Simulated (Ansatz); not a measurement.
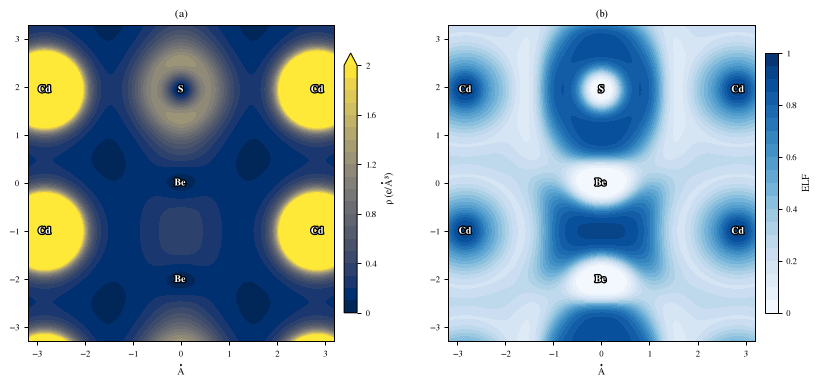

Figure 1: Be2Cd2S. (a) valence charge density (pseudo); (b) ELF on the (010) plane of the conventional cell.

Space group I4/mmm; a structure generated by program, which may or may not match a known phase.

Level of theory: DFT PBE, scalar-relativistic, plane waves, PAW in Ansatz 0.2.0.

Question: Read the bonding off the picture.

Answer: The plane passes through Be, Cd and S nuclei.
Be–S (1.94 Å): ρ at the midpoint is about 0.8 e/Å³; the ELF peaks at about 0.90 in the valence shell of S, 0.9 Å from its nucleus, and is about 0.90 at the midpoint.
Cd–S (2.84 Å): ρ is about 0.22 e/Å³ halfway; the ELF peaks at about 0.85 in the valence shell of S, 0.8 Å from its nucleus, and drops to about 0.15 between the two atoms.
Between the atoms the lowest density in this plane is 0.08 e/Å³.
The features right at Cd lie inside the PAW spheres, where the map follows smoothed inner orbitals and isn't to be read closely.
